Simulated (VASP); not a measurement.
Band structure of NbC (space group Fm-3m). All values below come from PBE GGA, VASP's PBE PAW potentials (set 64) (plane waves; VASP).

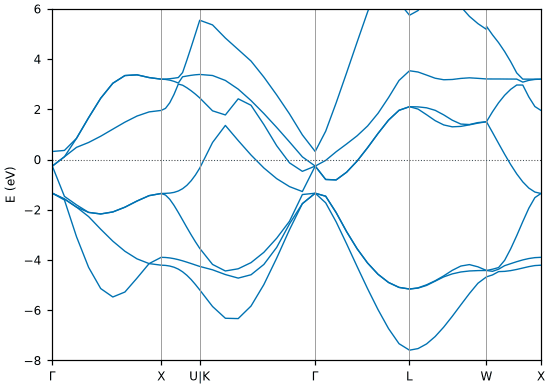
Figure. Bands along high-symmetry lines, zero at the valence-band maximum or, without a gap, the Fermi level

Task: Read the plot: is there a gap, and where are the band edges?

Result: It has no gap at this level: it comes out as a metal or semimetal.

The structure is a typed NbC crystal (Fm-3m). The cell was not relaxed at this level. The electron count is odd and the run is not spin-polarised, which forces a metal.
